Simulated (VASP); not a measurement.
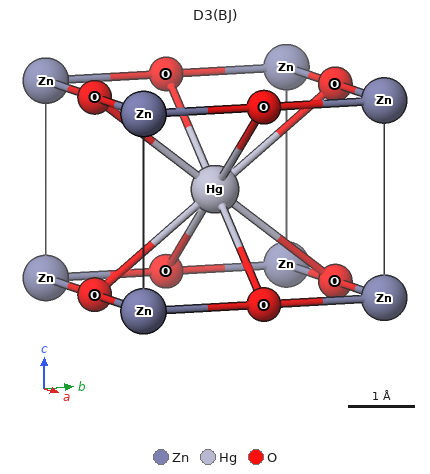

Crystalline ZnHgO2 (a generated structure, set up in P4/mmm), relaxed (cell and atoms) with several dispersion corrections. The picture shows the result with D3(BJ). Style: ball-and-stick. Shown: the cell of the calculation, slightly off an axis.

Computed with VASP 6.6.1: RPBE, VASP PAW PBE potentials, recommended. Settings: plane-wave cutoff 600 eV; k-point mesh 5 × 5 × 6; occupations fermi-dirac; smearing width 0.05 eV; no spin polarisation.

```csv
dispersion correction,volume (Å³/atom),a (Å),c (Å)
D3(BJ),11.771,3.945,3.026
D4,13.080,4.012,3.251
none,?,?,?
D3,13.671,4.036,3.357
```

Q: Fill in the missing row.

A: With none the volume is the largest of the series, above D3 (13.671). The calculation gives 13.912 Å³/atom (a = 4.063 Å, c = 3.371 Å). In order of volume: D3(BJ) < D4 < D3 < none; the spread is 18.2 %.
